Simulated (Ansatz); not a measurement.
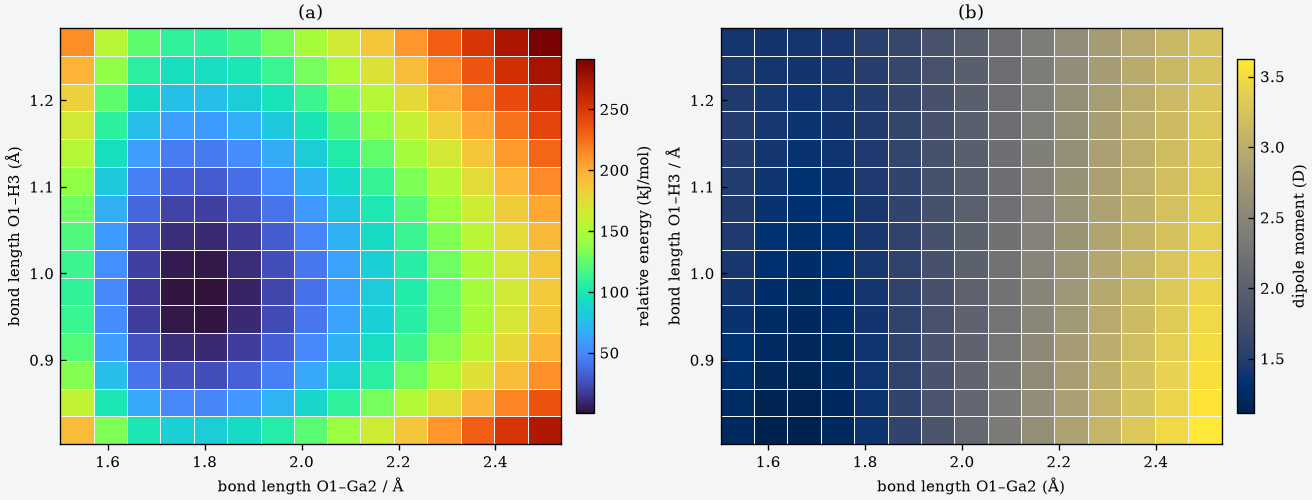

GaH2O, SMILES [OH][GaH], spin multiplicity 2. 
- Coordinates scanned: (1) bond length O1–Ga2; (2) bond length O1–H3.
- Nothing is relaxed (all other coordinates rigid).
- The grid has 15 × 15 points.
- Points are written as (first, second).
- Energies are in kJ/mol, from the relaxed molecule at the same level.
- Theory: UKS SPW92 (LDA)/def2-TZVP in Ansatz 0.2.0.

Panel (a) is the energy and panel (b) the computed dipole moment on the same grid.

In the figure: one coloured cell a grid point.

Q: How does the dipole moment vary over the map, and what is it at the lowest grid point?

A: Leaving out the highest fifth of the energies, it runs from 1.12 D at (1.674 Å, 0.819 Å) to 3.36 D at (2.432 Å, 0.915 Å). At the lowest grid point, (1.812 Å, 0.979 Å), it is 1.40 D.
